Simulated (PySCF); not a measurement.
## Electronic structure of C8H10N2Si (SMILES C#Cc1cn([SiH2]C2CC2)cn1) in real space

The calculation's input:

```
{"job": {"kind": "uv", "xc": "CAM-B3LYP", "basis": "def2-SVPD", "ip": false}, "charge": 0, "multiplicity": 1}
C      5.477852     0.011408     0.151216
C      4.270416    -0.059242     0.058549
C      2.852413    -0.129055    -0.041062
C      1.932084     0.664140     0.615879
N      0.689582     0.228938     0.217275
Si    -0.900538     0.908388     0.676224
C     -2.190839    -0.390525     0.411294
C     -3.606855     0.021039     0.074206
C     -2.762990    -0.618249    -0.972169
C      0.927476    -0.802159    -0.662004
N      2.195908    -1.042924    -0.836217
H      6.547045     0.075371     0.227125
H      2.071755     1.477136     1.324526
H     -1.202758     2.087778    -0.188235
H     -0.756886     1.341690     2.094249
H     -2.094991    -1.284865     1.037398
H     -4.415628    -0.563051     0.520618
H     -3.834567     1.087279    -0.023828
H     -2.400848     0.003657    -1.797226
H     -2.981505    -1.650168    -1.259609
H      0.110794    -1.344524    -1.139222
```

Command:

```sh
OMP_NUM_THREADS=1 python probes_run.py task.json out
```

Geometry: PBE0-D3(BJ)/def2-SVP.

The calculation used CAM-B3LYP/def2-SVPD, SCF density, gas phase (PySCF).

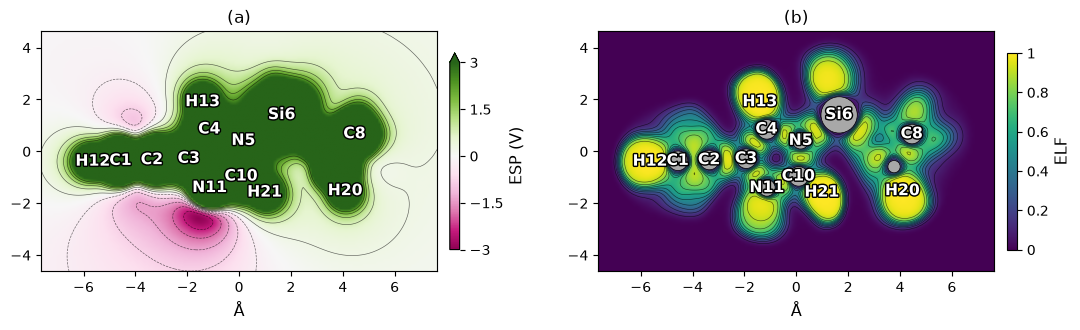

Figure 1. (a) molecular electrostatic potential; (b) electron localisation function on the plane of atoms N5, C10 and N11. Grey discs cover the atomic cores in the ELF map.

What does the map show?

- The plane passes through C, N, Si and H nuclei.
- C–C (1.21 Å): the ELF peaks at about 0.85 between the atoms: a short, multiple covalent bond.
- C–N (1.30 Å): the ELF peaks at about 0.90 between the atoms; localised, covalent bonding.
- Si–N (1.79 Å): the ELF peaks at about 0.95 between the atoms, as expected for a shared but strongly polarised pair.
- C–H (1.07 Å): the ELF climbs to about 1 towards the hydrogen, as it does in any bond to H; an ordinary covalent bond to hydrogen.
- C–N (1.38 Å): the ELF peaks at about 0.90 between the atoms; a covalent bond.
- The ELF also peaks beside N11, away from the bonds: lone-pair regions.
- Outside the dense part of the molecule the potential is most negative (−2.9 V) near N11.

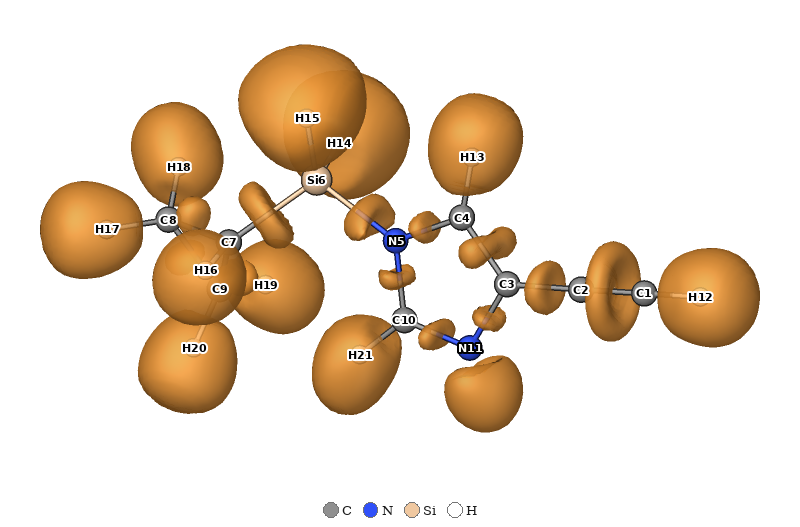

Figure 2. Isosurface of the electron localisation function at 0.85 (orange), seen at a tilt. Only the valence region is drawn (cores and ρ < 0.01 e/Å³ removed).

Identify the bonds, lone pairs and shells in this picture.

The surface consists of six regions between bonded C–C atoms (shared pairs), four regions between bonded C–N atoms (shared pairs), one region between bonded C–Si atoms (shared pairs), one region between bonded N–Si atoms (shared pairs), ten regions around hydrogen nuclei and one lobe on N, pointing away from the bonds (lone pairs).

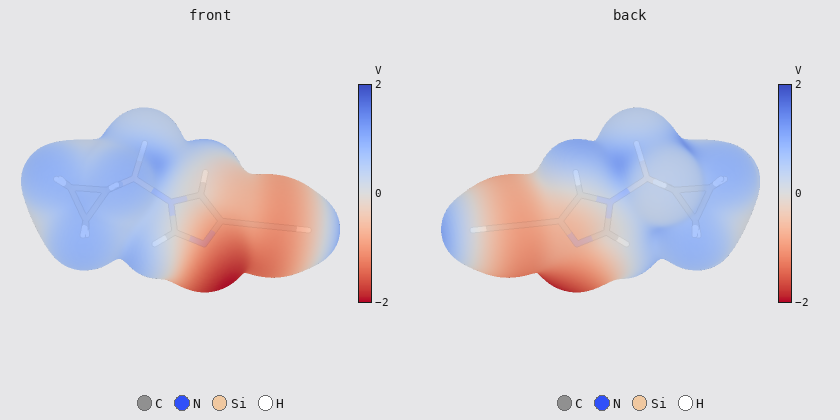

Figure 3. The electrostatic potential painted on the density surface at 0.001 e/bohr³, seen from the front and from behind; the colour scale runs from red (negative) to blue (positive).

Where is the surface potential most negative and most positive?

The most negative region (about −1.9 V, or −44 kcal/mol for a unit charge) lies over N11, the most positive (about +1.1 V, or +25 kcal/mol for a unit charge) over Si6. N11 is the likeliest acceptor of a hydrogen bond.

How polar is the molecule by this calculation?

Its dipole moment is 4.97 D.
